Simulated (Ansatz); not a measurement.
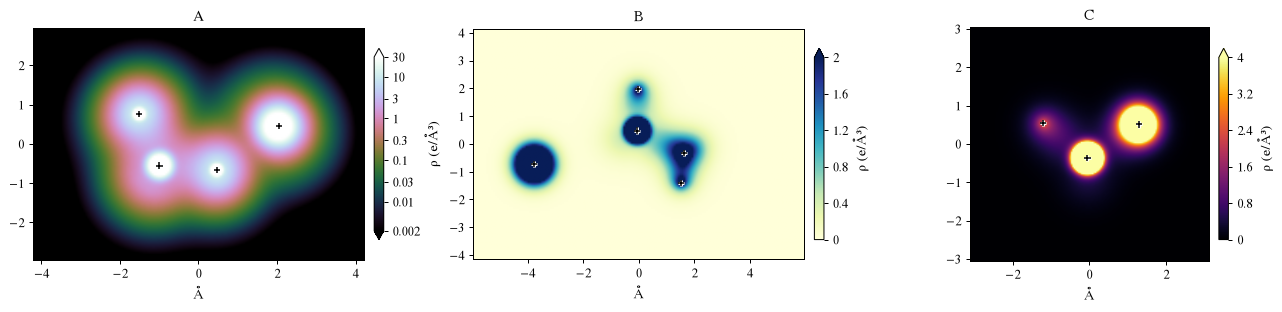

The electron density of 3 systems, each on a plane through atoms (crosses mark nuclei in the plane).

Computed with RKS PBE0-D4/def2-TZVPPD in Ansatz 0.2.0.

System 1: CuO$_{2}$S (charge +1), the molecular plane. Geometry: PBE0-D4/def2-TZVP.

```json
{"atom": "Cu", "x (Å)": "-0.7864", "y (Å)": "-0.5261", "z (Å)": "-1.8660"}
{"atom": "O", "x (Å)": "-0.5053", "y (Å)": "0.4755", "z (Å)": "1.5500"}
{"atom": "S", "x (Å)": "0.7080", "y (Å)": "0.2306", "z (Å)": "0.8588"}
{"atom": "O", "x (Å)": "0.5837", "y (Å)": "-0.1800", "z (Å)": "-0.5428"}
```

System 2: K···CH$_{6}$Si (SMILES [K+].C[SiH3]) (charge +1), the plane of atoms Si3, C2 and H5. Geometry: PBE0-D4/def2-TZVP.

```xyz
9

K     0.5264    1.9706   -3.5091
C    -0.7336   -0.7043    1.0252
Si    0.5262    0.1394   -0.0433
H    -0.4512   -1.7459    1.1918
H    -1.7225   -0.6855    0.5638
H    -0.7973   -0.2093    1.9964
H     1.8990    0.1576    0.5137
H     0.1446    1.5654   -0.3311
H     0.6083   -0.4879   -1.4075
```

System 3: FH$_{3}$Si, the plane of atoms F2, Si1 and H5. Geometry: PBE0-D4/def2-TZVP.

```xyz
5

Si   -0.2058   -0.2033    1.9780
F    -1.6557   -0.2500    1.3030
H     0.4159    1.1027    1.6565
H     0.6020   -1.3152    1.4244
H    -0.3686   -0.3564    3.4427
```

Q: Match each panel to its system.

A: Panel A is system 1, CuO$_{2}$S: the plane holds Cu, O and S. S–O (1.42 Å): ρ at the midpoint is about 2.5 e/Å³. Panel B is system 2, K···CH$_{6}$Si: the plane holds K, C, Si and H. K1···Si3 (3.92 Å): the density falls to about 0.02 e/Å³ on the way. Panel C is system 3, FH$_{3}$Si: the plane holds Si, F and H. Si–F (1.60 Å): ρ is about 1.2 e/Å³ halfway.
